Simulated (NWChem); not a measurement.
# BNH3 (SMILES B[NH]): U-r2SCAN/DGauss-DZVP

What is the electronic atomisation energy of BNH3 at U-r2SCAN/DGauss-DZVP? 

The results are computed with NWChem 7.3.0.

10 further runs of the same task are left out: 10 set aside as unsound or not needed.

**1. The structure to begin with**

BNH3 has 5 atoms, charge 0, and is taken as a doublet. SMILES: `B[NH]`. The coordinates come from a PBE0-D4/def2-TZVP relaxation.

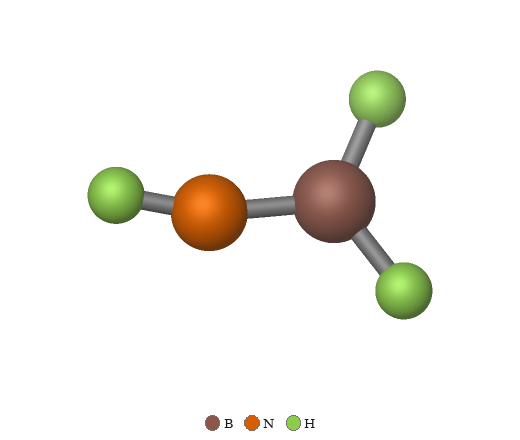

Viewed from a chosen angle; boron brown, nitrogen orange, hydrogen green.

**2. A single-point energy at U-r2SCAN/DGauss-DZVP (run 1)**

input.xyz

```xyz
5
BH3N r2SCAN
B     -0.310800    -0.370100    -0.091600
N      0.531200     0.655200    -0.019800
H     -0.414800    -1.107400     0.862500
H     -0.964100    -0.573100    -1.081900
H      1.208400     1.321700     0.289300
```

input.nw

```
START input
TITLE "BH3N r2SCAN"
memory 2200 mb

GEOMETRY units angstroms noautosym nocenter noautoz
 load input.xyz
END

BASIS "ao basis" spherical bse
 * library DGauss-DZVP
END

DFT
 xc r2scan
 mult 2
 grid fine
 convergence energy 1e-08
 maxiter 100
 mulliken
 noprint "final vectors analysis"
END

TASK dft energy
```

On the command line:

```sh
$ nwchem input.nw > input.out
```

The program printed:

```text
[...]
          Wavefunction type:  spin polarized.
          No. of atoms     :     5
          No. of electrons :    15
[...]
          Charge           :     0
          Spin multiplicity:     2
[...]
          AO basis - number of functions:    34
[...]
              XC Information
              --------------
                      r^2SCAN Method XC Functional
               r^2SCAN metaGGA Exchange Functional  1.000
                     r^2SCAN Correlation Potential  1.000
[...]
 d= 0,ls=0.0,diis     1    -81.2606635772 -1.08D+02  9.60D-03  5.32D-02     0.6
[...]
 d= 0,ls=0.0,diis    12    -81.3021577841 -1.46D-09  2.94D-07  5.85D-11     6.4
[...]
         Total DFT energy =      -81.302157784101
      One electron energy =     -162.437373296346
           Coulomb energy =       65.927426745494
    Exchange-Corr. energy =      -11.940349006202
 Nuclear repulsion energy =       27.148137772953
[...]
      Total Density - Mulliken Population Analysis
     ---------------------------------------------
    Atom       Charge   Shell Charges
 -----------   ------   -------------------------------------------------------
    1 B    5     5.27   2.00  0.70  0.33  1.95  0.19  0.10
    2 N    7     7.31   2.00  0.88  0.66  2.86  0.90  0.02
    3 H    1     0.90   0.55  0.35
    4 H    1     0.90   0.55  0.35
    5 H    1     0.62   0.52  0.10
[...]
      <S2> =      0.7606 (Exact =     0.7500)
[...]
```

It took 7.2 s on 1 thread of Intel Xeon Platinum 8488C (Sapphire Rapids), shared host; peak memory 0.11 GiB.

**3. The B atom at the same level (run 2)**

b.nw

```
start b
title "B"
memory total 2200 mb

geometry units angstrom noautosym nocenter noautoz
  B     0.000000    0.000000    0.000000
end

basis spherical bse
  * library DGauss-DZVP
end

dft
  xc r2scan
  mult 2
  grid fine
  convergence energy 1e-08
  maxiter 100
  mulliken
  print low
end

task dft energy
```

Run the same way, it converges to -24.63061 Eh (log not shown).

Run 3 isn't shown in full; the table further down has it.

**4. The N atom (run 4)**

n.nw

```
START n
memory 2200 mb
charge 0

GEOMETRY noautosym nocenter noautoz
   N        0.000000       0.000000       0.000000
END

BASIS spherical bse
   N library DGauss-DZVP
END

DFT
   xc r2scan
   mult 4
   grid fine
   convergence energy 1e-08
   maxiter 100
   mulliken
   noprint "final vectors analysis"
END

TASK dft energy
```

Run the same way, it converges to -54.56953 Eh (log not shown).

**5. The series**

```tsv
run	partner	energy (Eh)	⟨S²⟩	wall time
1	base	-81.302158	0.761	7.2 s
2	atoms	-24.630607	0.755	0.81 s
3	atoms	-0.498379	0.750	0.68 s
4	atoms	-54.569531	3.753	0.97 s
```

**6. Results**

Level: U-r2SCAN/DGauss-DZVP.

```
                     quantity         value
         N atom: total energy  -54.56953 Eh
                 N atom: ⟨S²⟩         3.753
electronic atomisation energy     16.514 eV
```

Taking the molecule apart into free atoms costs 16.51 eV (1593 kJ/mol), before zero-point energy and without spin-orbit coupling. All runs together took 9.7 s, the longest 7.2 s.
